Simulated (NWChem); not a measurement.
# BH3 (SMILES [H]B([H])[H]) at KT2 (NWChem form)/def2-TZVPD

What is the energy difference between two shapes of BH3 at KT2 (NWChem form)/def2-TZVPD? 

Program for the calculation: NWChem 7.3.0.

2 further runs of the same task are left out: 2 set aside as unsound or not needed.

**1. The molecule**

BH3: 4 atoms, total charge 0, spin state singlet. SMILES: `[H]B([H])[H]`. Geometry: relaxed at GFN2-xTB.

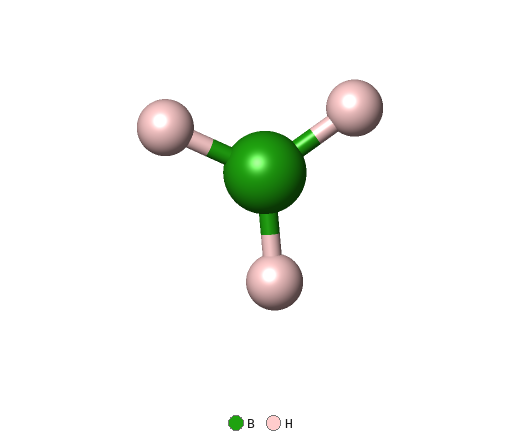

The structure, seen from a chosen angle (boron green, hydrogen pink).

**2. The charge distribution at KT2 (NWChem form)/def2-TZVPD**

bh3.nw reads:

```
start bh3
title "BH3 properties"
memory stack 880 mb heap 220 mb global 1100 mb

geometry units angstrom noautoz
  B      0.000060     0.000030    -0.001400
  H      1.163870    -0.030320     0.015280
  H     -0.555340     1.023410    -0.018650
  H     -0.608600    -0.993120     0.004770
end

basis spherical
  * library def2-TZVPD
end

dft
  xc kt2
  grid fine
  mulliken
end

property
  esp
  quadrupole
  efieldgrad
  dipole
  octupole
  moldenfile
  molden_norm janpa
end

task dft property
```

Run with:

```console
nwchem bh3.nw > bh3.out
```

What it wrote:

```text
[...]
 Group name             C3h
[...]
          Wavefunction type:  closed shell.
          No. of atoms     :     4
          No. of electrons :     8
[...]
          Charge           :     0
          Spin multiplicity:     1
[...]
          AO basis - number of functions:    64
[...]
              XC Information
              --------------
                          KT2 Method XC Functional
                        Slater Exchange Functional  1.072 local
                           KT1 gradient correction  1.000 non-local
            Perdew 1991 LDA Correlation Functional  0.577 local
[...]
 d= 0,ls=0.0,diis     1    -27.0916438951 -3.47D+01  3.36D-03  7.81D-01     0.3
[...]
 d= 0,ls=0.0,diis     6    -27.1092855094 -3.33D-09  1.47D-07  2.30D-10     1.2
         Total DFT energy =      -27.109285509398
      One electron energy =      -49.493643856666
           Coulomb energy =       20.505561330277
    Exchange-Corr. energy =       -5.724293986822
 Nuclear repulsion energy =        7.603091003812
[...]
      Total Density - Mulliken Population Analysis
     ---------------------------------------------
    Atom       Charge   Shell Charges
 -----------   ------   -------------------------------------------------------
    1 B    5     4.95   0.96  1.02  0.59  0.55  0.01  0.01  0.94  0.75  0.10  0.02  0.01  0.00  0.00
    2 H    1     1.02   0.28  0.49  0.23  0.01  0.01
    3 H    1     1.02   0.28  0.49  0.23  0.01  0.01
    4 H    1     1.02   0.28  0.49  0.23  0.01  0.01
[...]
   Dipole moment        0.0000000000 Debye(s)
             DMX       -0.0000000000 DMXEFC        0.0000000000
             DMY       -0.0000000000 DMYEFC        0.0000000000
             DMZ       -0.0000000000 DMZEFC        0.0000000000
   -EFC- dipole         0.0000000000 DEBYE(S)
   Total dipole         0.0000000000 DEBYE(S)
[...]
```

Run time: 1.9 s. Hardware: 1 thread of Intel Xeon at 2.60GHz (Ice Lake), shared host; peak memory 0.1 GiB.

Atomic charges (e):

```csv
atom,Mulliken,Löwdin
B1,+0.050,+0.150
H2,-0.020,-0.050
H3,-0.020,-0.050
H4,-0.020,-0.050
```

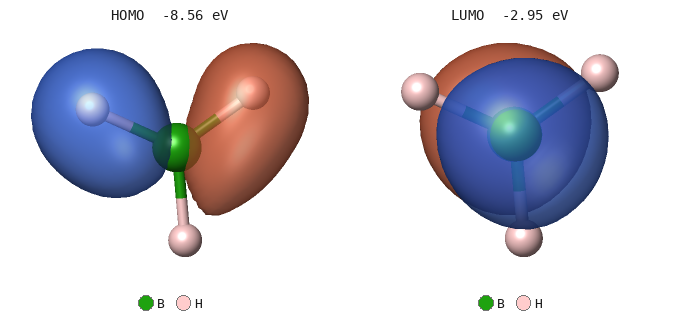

Frontier orbitals of this run, surfaces at ±0.2 Å^-3/2.

**3. The distorted shape**

test.nw reads:

```
start test
title "BH3"
memory 2200 mb
charge 0

geometry noautoz
  B     -0.014333    -0.010769     0.090147
  H      1.086049    -0.037902    -0.010059
  H     -0.484915     1.044113     0.024456
  H     -0.550829    -1.038388    -0.048941
end

basis "ao basis" spherical
  B library def2-TZVPD
  H library def2-TZVPD
end

dft
  xc kt2
  grid fine
  mulliken
end

property
  esp
  quadrupole
  efieldgrad
  dipole
  octupole
  moldenfile
  molden_norm janpa
end

task dft property
```

Run with:

```console
nwchem test.nw > test.out
```

What it wrote:

```text
[...]
          Wavefunction type:  closed shell.
          No. of atoms     :     4
          No. of electrons :     8
[...]
          Charge           :     0
          Spin multiplicity:     1
[...]
          AO basis - number of functions:    64
[...]
              XC Information
              --------------
                          KT2 Method XC Functional
                        Slater Exchange Functional  1.072 local
                           KT1 gradient correction  1.000 non-local
            Perdew 1991 LDA Correlation Functional  0.577 local
[...]
 d= 0,ls=0.0,diis     1    -27.0851140104 -3.48D+01  3.33D-03  7.77D-01     0.6
[...]
 d= 0,ls=0.0,diis     6    -27.1023307828 -3.29D-08  5.90D-07  4.76D-09     2.7
         Total DFT energy =      -27.102330782839
      One electron energy =      -49.771424136852
           Coulomb energy =       20.659270715867
    Exchange-Corr. energy =       -5.744168042391
 Nuclear repulsion energy =        7.753990680536
[...]
      Total Density - Mulliken Population Analysis
     ---------------------------------------------
    Atom       Charge   Shell Charges
 -----------   ------   -------------------------------------------------------
    1 B    5     4.94   0.96  1.02  0.59  0.52 -0.00  0.01  0.96  0.75  0.10  0.02  0.01  0.00  0.00
    2 H    1     1.03   0.30  0.48  0.23  0.01  0.01
    3 H    1     1.02   0.28  0.49  0.23  0.01  0.01
    4 H    1     1.02   0.28  0.49  0.23  0.01  0.01
[...]
   Dipole moment        0.2245768472 Debye(s)
             DMX        0.0230980764 DMXEFC        0.0000000000
             DMY        0.0111314593 DMYEFC        0.0000000000
             DMZ        0.2231083364 DMZEFC        0.0000000000
   -EFC- dipole         0.0000000000 DEBYE(S)
   Total dipole         0.2245768472 DEBYE(S)
[...]
```

It took 3.3 s on 1 thread of Intel Xeon at 2.60GHz (Ice Lake), shared host; peak memory 0.18 GiB.

Atomic charges (e):

```csv
atom,Mulliken,Löwdin
B1,+0.060,+0.160
H2,-0.030,-0.080
H3,-0.020,-0.050
H4,-0.020,-0.040
```

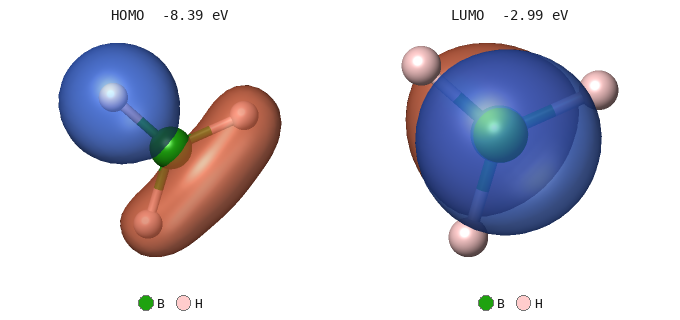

Frontier orbitals of this run, surfaces at ±0.2 Å^-3/2.

**4. Results**

Level: KT2 (NWChem form)/def2-TZVPD.

```
                              quantity         value
             first shape: total energy  -27.10929 Eh
            first shape: dipole moment        0.00 D
              first shape: HOMO energy      -8.56 eV
              first shape: LUMO energy      -2.95 eV
            first shape: HOMO–LUMO gap       5.62 eV
         distorted shape: total energy  -27.10233 Eh
        distorted shape: dipole moment        0.22 D
          distorted shape: HOMO energy      -8.39 eV
          distorted shape: LUMO energy      -2.99 eV
        distorted shape: HOMO–LUMO gap       5.40 eV
energy change with the atoms displaced      0.189 eV
```

In words: With the atoms displaced the energy rises by 0.19 eV (18.3 kJ/mol). The first shape isn't relaxed at this level, so the change isn't measured from a minimum.
